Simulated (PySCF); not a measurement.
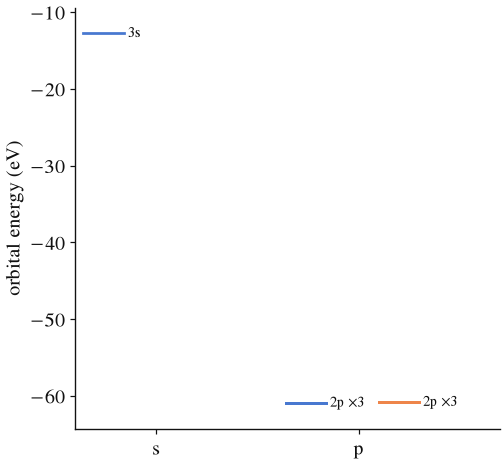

Figure 1. Orbital energies of the mean field, from the top down to −60.9 eV, by angular momentum, α spin at the left of each column and β at the right; ×n counts the orbitals under one label. The highest filled orbital is 3s α at −12.8 eV, the lowest empty one s β at −6.60 eV.

## Mg⁺: atomic calculation

System: Mg⁺, configuration 1s2 2s2 2p6 3s1, multiplicity 2.
Method: unrestricted MN15, aug-cc-pVDZ, non-relativistic, point nucleus (PySCF).

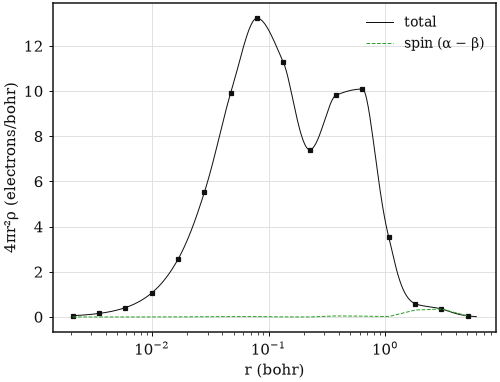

Figure 2. Spherically averaged radial density 4πr²ρ of the mean field and its spin part; markers are the stored points, which are sparse, and the line is a monotone interpolation between them. The largest stored value is 13.2 electrons/bohr at r = 0.079 bohr. Root-mean-square radii of the shells: 1s 0.152, 2s 0.766, 2p 0.776, 3s 3.07 bohr.

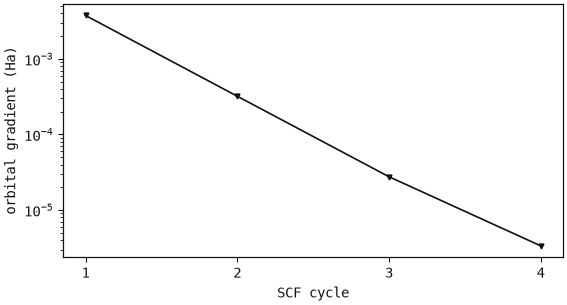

Figure 3. Convergence: orbital gradient against the SCF cycle. The residual falls at every step. It goes from 0.0038 to 3.4×10⁻⁶ in 4 steps.

These pictures come from the run below.

Input file:
```python
from pyscf import gto, scf, dft, mp, cc
import basis_set_exchange as bse
mol = gto.M(atom="Mg 0 0 0", charge=1, spin=1, symmetry="D2h",
            basis=gto.basis.parse(bse.get_basis("aug-cc-pVDZ", elements=["Mg"], fmt="nwchem", header=False)))
mf = dft.UKS(mol, xc="MN15")
mf.irrep_nelec = {'Ag': (3, 2), 'B1u': (1, 1), 'B2u': (1, 1), 'B3u': (1, 1)}
mf.kernel()
```

The script is an equivalent of what the driver set up; the driver started from orbitals of its own, so the log can be shorter than this script's would be, and it computed the properties (radii, ⟨L²⟩, response) afterwards. It held the occupations shell by shell, which the script's counts by irreducible representation don't always enforce.

The run was one of a batch that the task file lists, launched with:
```bash
OMP_NUM_THREADS=1 python <driver script> TASK.json OUT
```

Log (extracts):
```
damping factor = 0
level_shift factor = 0
DIIS = <class 'pyscf.scf.diis.CDIIS'>
diis_start_cycle = 1
diis_space = 10
diis_damp = 0
SCF conv_tol = 1e-09
SCF conv_tol_grad = None
number electrons alpha = 6  beta = 5
XC functionals = MN15
    H. S. Yu, X. He, S. L. Li, and D. G. Truhlar.,  Chem. Sci. 7, 5032-5051 (2016)
    H. S. Yu, X. He, S. L. Li, and D. G. Truhlar.,  Chem. Sci. 7, 5032-5051 (2016)
cycle= 1 E= -199.690818875432  delta_E= -0.00153  |g|= 0.00376  |ddm|= 0.142
cycle= 2 E= -199.69082526467  delta_E= -6.39e-06  |g|= 0.000321  |ddm|= 0.0214
cycle= 3 E= -199.690825308382  delta_E= -4.37e-08  |g|= 2.76e-05  |ddm|= 0.00175
cycle= 4 E= -199.690825309337  delta_E= -9.55e-10  |g|= 3.36e-06  |ddm|= 0.000577
converged SCF energy = -199.690825309337  <S^2> = 0.75006401  2S+1 = 2.000064
```

Summary:

- outcome: converged
- total energy: −199.690825 hartree
- kinetic energy: 199.019733 hartree
- ⟨S²⟩: 0.750
- SCF iterations: 4
- hardware: 1 thread of Intel Xeon, 108 GiB of memory available, shared host
